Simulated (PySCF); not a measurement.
# NO2F (nitryl fluoride) at 5 levels

Aim: a comparison of 5 runs (HF/STO-3G, HF/3-21G, B3LYP/6-31G*, B2PLYP/cc-pVTZ, SCS-MP2/cc-pVTZ) of NO2F (nitryl fluoride). The job is set up through a Python script.

The calculation is run with PySCF 2.14.0.

2 further runs of the same task are left out: 2 set aside as unsound or not needed.

## 1. The molecule

NO2F: 4 atoms, total charge 0, spin state singlet. As SMILES, `O=[N+]([O-])F`. The coordinates come from a PBE0-D4/def2-TZVP relaxation.

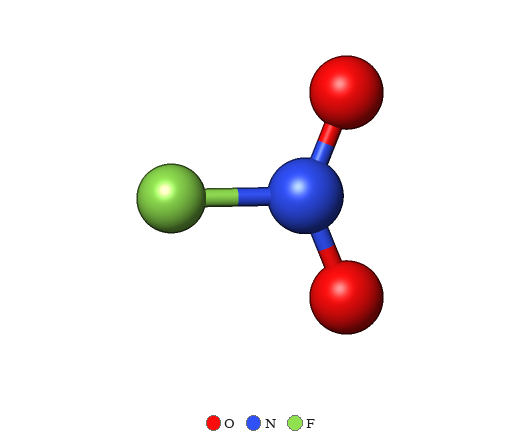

Viewed from a chosen angle; oxygen red, nitrogen blue, fluorine green.

## 2. A single-point energy at HF/STO-3G (run 1)

start.xyz

```xyz
4

O      0.188290     0.469930     1.120250
N      0.079720    -0.071800     0.089140
O      0.476580    -1.068680    -0.376880
F     -0.744590     0.670550    -0.832510
```

input.py

```python
from pyscf import gto, scf

mol = gto.M(
    atom='start.xyz',
    verbose=4,
    basis='sto-3g',
    max_memory=1860,
)

calc0 = scf.RHF(mol)
calc0.conv_tol = 1e-10
calc0.kernel()
if not calc0.converged:
    calc0 = calc0.newton().run(calc0.mo_coeff, calc0.mo_occ)

e_tot = calc0.e_tot
print(f'total energy: {e_tot:.8f} hartree')
```

On the command line:

```
$ OMP_NUM_THREADS=1 python input.py
```

Standard output:

```text
PySCF version 2.14.0

[... 58 lines left out ...]
converged SCF energy = -299.239297385691
total energy: -299.23929739 hartree
```

Run time: 0.51 s. Hardware: 1 thread of Arm Neoverse V2, shared host; peak memory 0.1 GiB.

## 3. The energy at HF/3-21G (run 2)

job.py

```python
from pyscf import gto

mol = gto.M(
    atom=[
    ('O', (0.188290, 0.469930, 1.120250)),
    ('N', (0.079720, -0.071800, 0.089140)),
    ('O', (0.476580, -1.068680, -0.376880)),
    ('F', (-0.744590, 0.670550, -0.832510)),
],
    max_memory=1860,
    basis='3-21g',
    verbose=3,
)

myscf = mol.RHF()
myscf.conv_tol = 1e-10
myscf.kernel()
if not myscf.converged:
    myscf = myscf.newton().run(myscf.mo_coeff, myscf.mo_occ)

etot = myscf.e_tot
print(f'total energy: {etot:.8f} hartree')
```

On the command line:

```
$ OMP_NUM_THREADS=1 python job.py
```

Standard output:

```text
converged SCF energy = -301.681588382555
total energy: -301.68158838 hartree
```

Run time: 0.62 s. Hardware: 1 thread of Arm Neoverse V2, shared host; peak memory 0.12 GiB.

Runs 3 to 4 aren't shown in full; the table further down has their settings and results.

## 4. A single-point energy at SCS-MP2/cc-pVTZ (run 5)

job.py

```python
from pyscf import gto, scf, mp

mol = gto.M(
    atom='''
O      0.188290     0.469930     1.120250
N      0.079720    -0.071800     0.089140
O      0.476580    -1.068680    -0.376880
F     -0.744590     0.670550    -0.832510
''',
    max_memory=1860,
    verbose=3,
    basis='cc-pvtz',
)

mf = scf.RHF(mol)
mf.conv_tol = 1e-10
mf.kernel()
if not mf.converged:
    mf = mf.newton().run(mf.mo_coeff, mf.mo_occ)

pt = mp.MP2(mf, frozen=4).run()
etot = mf.e_tot + 1.2 * pt.e_corr_os + pt.e_corr_ss / 3
print('E = %.10f Eh' % etot)
```

On the command line:

```
$ OMP_NUM_THREADS=1 python job.py
```

Standard output:

```text
converged SCF energy = -303.532543157515
E(RMP2) = -304.482218642058  E_corr = -0.949675484542847
E(SCS-RMP2) = -304.44922741648  E_corr = -0.916684258965001
E = -304.4492274165 Eh
```

It took 3.9 s on 1 thread of Arm Neoverse V2, shared host; peak memory 0.39 GiB.

## 5. All runs side by side

| run | level | integration grid | frozen core orbitals | energy (Eh) | dipole moment (D) of the reference | HOMO energy (eV) | LUMO energy (eV) | wall time |
| --- | --- | --- | --- | --- | --- | --- | --- | --- |
| 1 | HF/STO-3G | – | – | -299.239297 | 0.61 | -9.95 | 5.46 | 0.51 s |
| 2 | HF/3-21G | – | – | -301.681588 | 0.00 | -14.11 | 1.67 | 0.62 s |
| 3 | B3LYP/6-31G* (spherical functions) | 5 | – | -304.873758 | 0.15 | -9.71 | -2.45 | 6.9 s |
| 4 | B2PLYP/cc-pVTZ | 5 | 4 | -304.829991 | 0.21 | -12.28 | -0.89 | 17 s |
| 5 | SCS-MP2/cc-pVTZ | – | 4 | -304.449227 | 0.07 | -14.61 | 2.01 | 3.9 s |

## 6. Results

| quantity | value |
| --- | --- |
| run 5: total energy | -304.44923 Eh |
| run 5: dipole moment (Hartree–Fock density) | 0.07 D |
| run 5: HOMO energy (Hartree–Fock orbitals) | -14.61 eV |
| run 5: LUMO energy (Hartree–Fock orbitals) | 2.01 eV |
| run 5: HOMO–LUMO gap (Hartree–Fock orbitals) | 16.62 eV |
| run 5: correlation energy (4 core orbitals frozen) | -916.7 mEh |

Over runs 1, 2, 3, 4 the dipole moment (its size) runs from 0.00 D (HF/3-21G) to 0.61 D (HF/STO-3G). Over runs 1, 2, 3, 4 the HOMO–LUMO gap runs from 7.26 eV (B3LYP/6-31G*) to 15.78 eV (HF/3-21G). The two ends differ in method and basis. Totals of different functionals can't be ranked against each other. In run 1 the basis is minimal, so the values are rough. All runs together took 29 s, the longest 17 s.
